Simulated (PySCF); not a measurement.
**C5H8N2Si: density, localisation and related maps**

| atom | x (Å) | y (Å) | z (Å) |
| --- | --- | --- | --- |
| C | 3.1579 | -0.5999 | 0.2093 |
| C | 2.0067 | -0.9284 | 0.2129 |
| C | 0.6073 | -1.2761 | 0.2209 |
| Si | -0.4867 | 0.2529 | -0.1272 |
| C | -2.3438 | -0.0678 | 0.0701 |
| N | 0.0163 | 1.4700 | 0.9789 |
| C | -0.2177 | 0.7038 | -1.9366 |
| N | -0.0624 | 0.9945 | -3.0340 |
| H | 4.1749 | -0.3447 | 0.2050 |
| H | 0.3549 | -1.6935 | 1.1978 |
| H | 0.4314 | -2.0538 | -0.5250 |
| H | -2.9064 | 0.8517 | -0.0548 |
| H | -2.7075 | -0.7737 | -0.6703 |
| H | -2.5756 | -0.4656 | 1.0531 |
| H | 0.9996 | 1.5818 | 1.1681 |
| H | -0.4563 | 2.3579 | 1.0205 |

Geometry: GFN2-xTB.

Theory: CAM-B3LYP/def2-SVPD, SCF density, gas phase (PySCF 2.14.0).

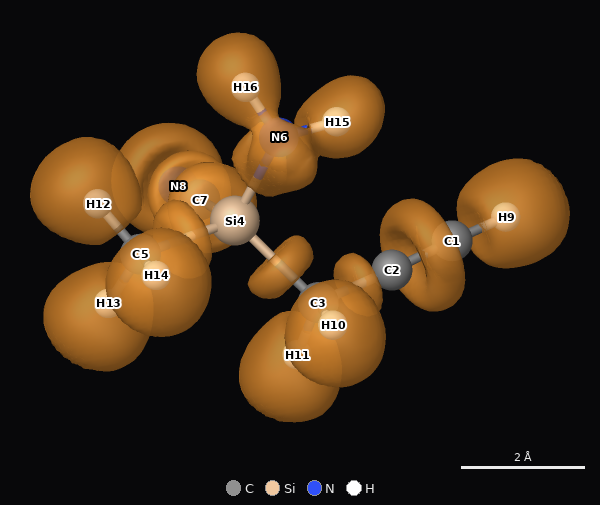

Figure 1. Isosurface of the electron localisation function at 0.8 (orange), seen at a tilt. Only the valence region is drawn (cores and ρ < 0.01 e/Å³ removed).

> Identify the bonds, lone pairs and shells in this picture.

The ELF exceeds this value in two regions between bonded C–C atoms (shared pairs), one region between bonded C–N atoms (shared pairs), three regions between bonded C–Si atoms (shared pairs), six regions around hydrogen nuclei, one lobe on N, pointing away from the bonds (lone pairs) and one joined region spread over several atoms (H, N), in which their bonds and any lone pairs are merged. Along the contacts the grid gives the following. C–N (1.15 Å): the ELF peaks at about 0.90 between the atoms; a multiple bond. C–C (1.20 Å): the ELF peaks at about 0.85 between the atoms: a short, multiple covalent bond.

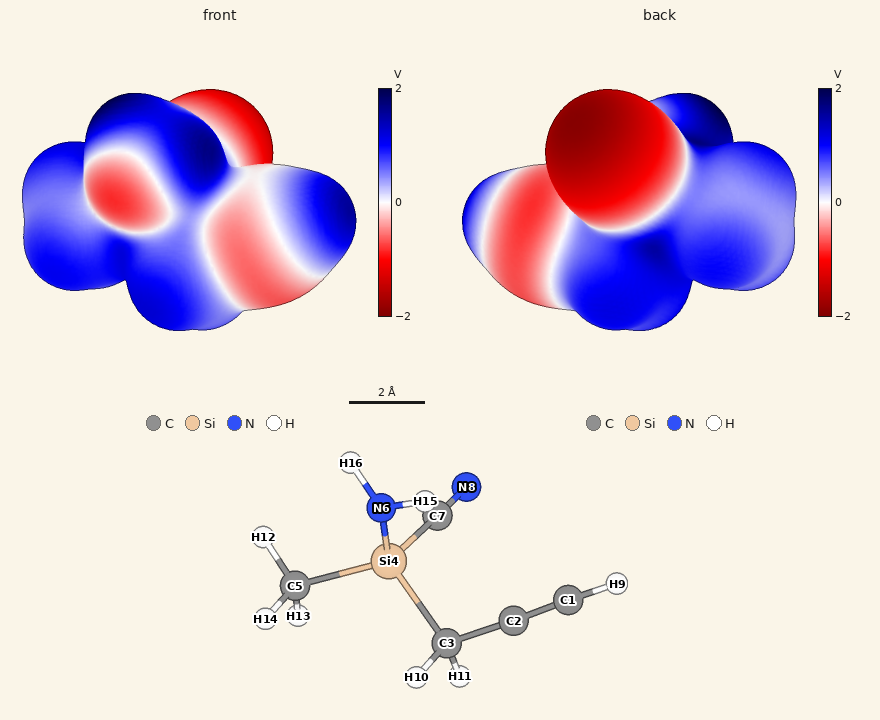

Figure 2. The molecular electrostatic potential painted on the density surface at 0.002 e/bohr³, seen from the front and from behind; the colour scale runs from red (negative) to blue (positive). The bare structure is drawn below in the same view.

> Where is the surface potential most negative and most positive?

The most negative region (about −1.9 V) lies over N8, the most positive (about +1.9 V) over H16. N8 is the likeliest acceptor of a hydrogen bond.

> How polar is the molecule by this calculation?

Its dipole moment is 3.85 D.

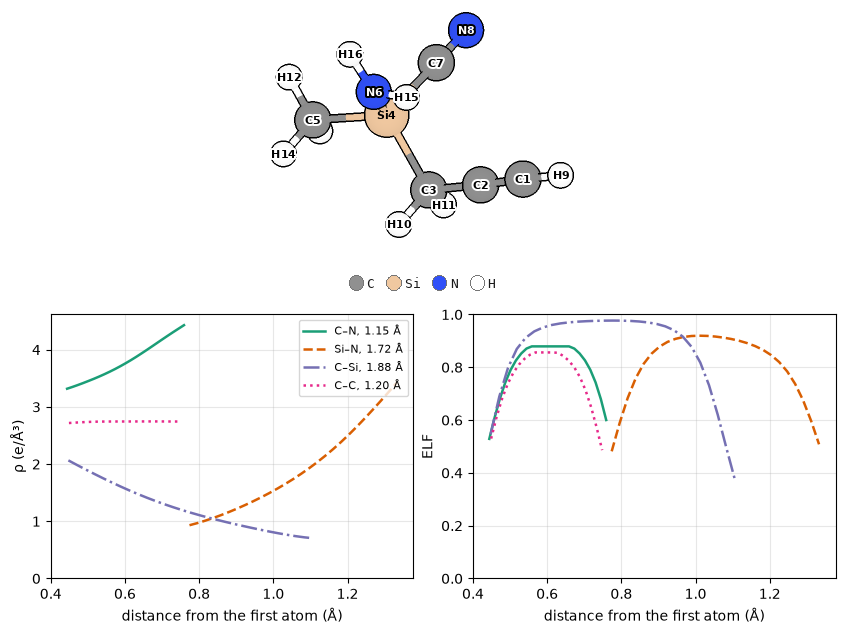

Figure 3. Total electron density and ELF along straight lines between neighbouring atoms. The curves leave out the atomic cores. The structure is drawn too.

> What can be read from the curves?

C–N (1.15 Å): the density is about 3.7 e/Å³ at the midpoint; the ELF peaks at about 0.90 between the atoms (a short, multiple covalent bond).
Si–N (1.72 Å): the density is about 1.1 e/Å³ at the midpoint; the ELF peaks at about 0.90 between the atoms; a polar covalent bond.
C–Si (1.88 Å): ρ at the midpoint is about 0.88 e/Å³; the ELF peaks at about 1 between the atoms: a shared electron pair.
C–C (1.20 Å): the density is about 2.7 e/Å³ at the midpoint; the ELF peaks at about 0.85 between the atoms: a multiple bond.
